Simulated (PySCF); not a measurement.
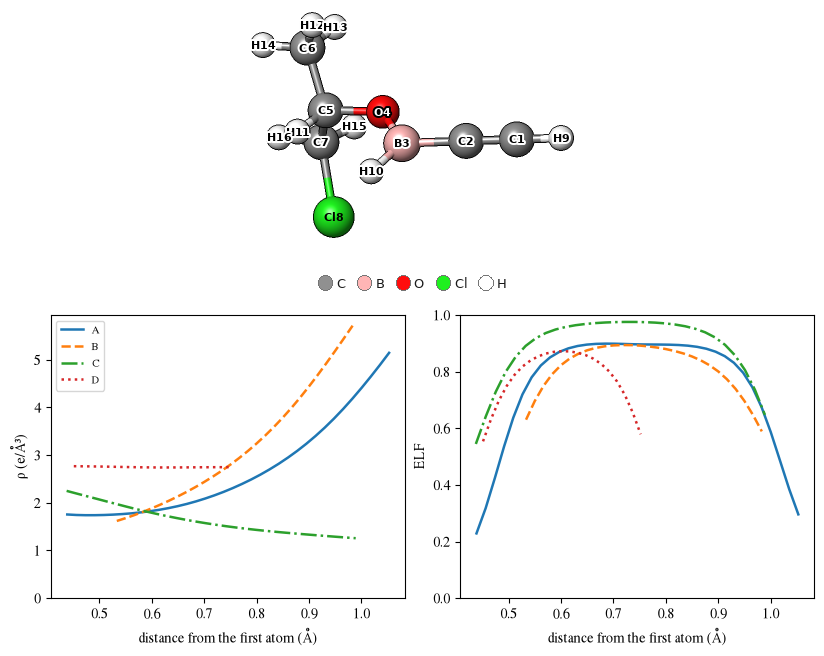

The picture shows: C5H8BClO. Electron density and ELF along straight lines between neighbouring atoms. The curves leave out the atomic cores. The structure is drawn too.

Geometry: GFN2-xTB.

Computed with wB97X-D/def2-SVPD, SCF density, gas phase (PySCF 2.14.0).

| atom | x (Å) | y (Å) | z (Å) |
| --- | --- | --- | --- |
| C | 3.9139 | -0.4343 | 0.6863 |
| C | 2.7838 | -0.0235 | 0.7196 |
| B | 1.3574 | 0.5032 | 0.7727 |
| O | 0.4829 | -0.0355 | -0.0769 |
| C | -0.8800 | 0.2945 | -0.1375 |
| C | -1.2623 | 0.5506 | -1.5954 |
| C | -1.6917 | -0.8761 | 0.4209 |
| Cl | -1.4125 | -1.0537 | 2.1714 |
| H | 4.9030 | -0.7915 | 0.6571 |
| H | 1.0613 | 1.3651 | 1.5285 |
| H | -1.0823 | 1.1925 | 0.4669 |
| H | -0.6525 | 1.3575 | -1.9934 |
| H | -1.0809 | -0.3434 | -2.1866 |
| H | -2.3101 | 0.8267 | -1.6721 |
| H | -1.3783 | -1.8077 | -0.0507 |
| H | -2.7592 | -0.7154 | 0.2778 |

### Which curve belongs to which contact (B–O, C–B, C–C and C–O)? The first atom named is at distance zero.

Curve A: C–O (1.40 Å): ρ is about 2.1 e/Å³ halfway, with its minimum of 1.7 e/Å³ about 0.5 Å from C; the ELF peaks at about 0.90 between the atoms: a shared but strongly polarised pair. Curve B: B–O (1.33 Å): the density is about 2.2 e/Å³ at the midpoint; the ELF peaks at about 0.90 between the atoms; a polar covalent bond. Curve C: C–B (1.52 Å): ρ at the midpoint is about 1.5 e/Å³; the ELF peaks at about 1 between the atoms (a covalent bond). Curve D: C–C (1.20 Å): ρ at the midpoint is about 2.7 e/Å³; the ELF peaks at about 0.85 between the atoms (a multiple bond).
